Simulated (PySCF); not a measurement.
SiBrCl: single-point calculation

- system: SiBrCl
- method: PBE/def2-TZVPP, RKS, dispersion D4 (PySCF 2.14.0)

The geometry was optimised with PBE0-D4/def2-TZVP.

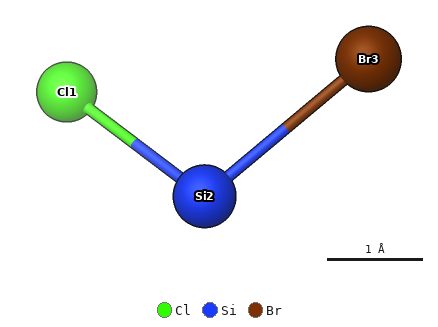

**Figure 1.** The structure as given in the input (ball-and-stick view, seen at a tilt; atoms are numbered from 1 in the order of the input).

**Key numbers**

| quantity | value |
| --- | --- |
| outcome | converged |
| total energy | −3323.222198 hartree |
| dispersion energy | −0.003893 hartree |
| basis functions | 132 |
| HOMO | −6.55 eV |
| LUMO | −3.71 eV |
| dipole moment | 0.76 D |
| hardware | 1 thread of Arm Neoverse N1, 24 GiB of memory available, shared host |
| wall time | 29 s |
| peak memory | 0.79 GiB |

**Input (job.py)**
```python
from pyscf import gto, dft

molecule = gto.M(
    atom='''
Cl     1.355727     2.686291     1.017525
Si    -1.450010     0.571803    -0.726685
Br     0.076662    -3.377761    -0.318914
''',
    basis='def2-tzvpp',
    spin=0,
    unit='bohr',
    verbose=3,
    max_memory=1860,
)

mf = dft.RKS(molecule)
mf.xc = 'pbe'
mf.disp = 'd4'
mf.grids.level = 5
mf.conv_tol = 1e-10
mf.kernel()
if not mf.converged:
    mf = mf.newton().run(mf.mo_coeff, mf.mo_occ)

e_tot = mf.e_tot
print(f'total energy: {e_tot:.8f} hartree')
```

Command:
```bash
OMP_NUM_THREADS=1 python job.py
```

**Output**
```
[file] SyntaxWarning: invalid escape sequence '\W'
  S = {(paw_set(r)[0], bool(re.search(r"spin_orbit\W+true|paw_fr", str((r.get("files") or {}).get("input") or "")) or re.search("(?i)spin.orbit\W+(value\W+)?(true|yes)|value\W+spin-orbit", json.dumps(r.get("inputs"), default=str)))) for r in records}
converged SCF energy = -3323.22219806077
total energy: -3323.22219806 hartree
```

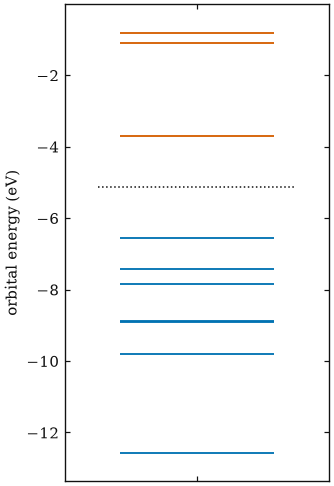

**Figure 2.** Orbital energies near the frontier; the dotted line parts filled from empty levels, and levels within 0.02 eV of each other stand side by side. Highest filled −6.55 eV, lowest empty −3.71 eV, 2.84 eV apart.
